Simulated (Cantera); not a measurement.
A closed system holds: 1 mol Si(CH3)4, 0.13 mol C3H8, 140 mol H2, 1.2 mol HCl, held at 1.00 bar.

Method: chemical equilibrium by Gibbs-energy minimisation in Cantera with the NASA 1993 tables (ideal gas, pure condensed phases). Candidate condensed phases: C, C6H6, C7H8, C8H18, Si, SiC; 109 gas species. Equilibrium is a limit: real reactors are often held back by kinetics, nucleation or transport.

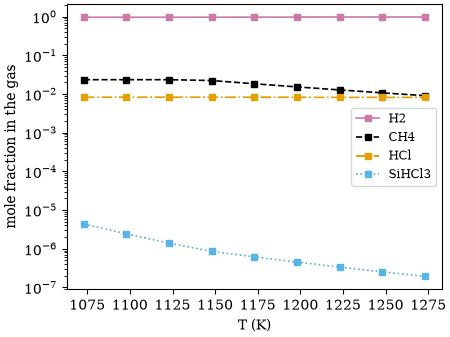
Fig. 1. Equilibrium gas composition (values under 1e-9 drawn at 1e-9)

### Question
Read off the mole fractions at 1223 K.

### Answer
H2 about 0.98, CH4 about 0.013, HCl about 0.0082, SiHCl3 about 3.4e-7.
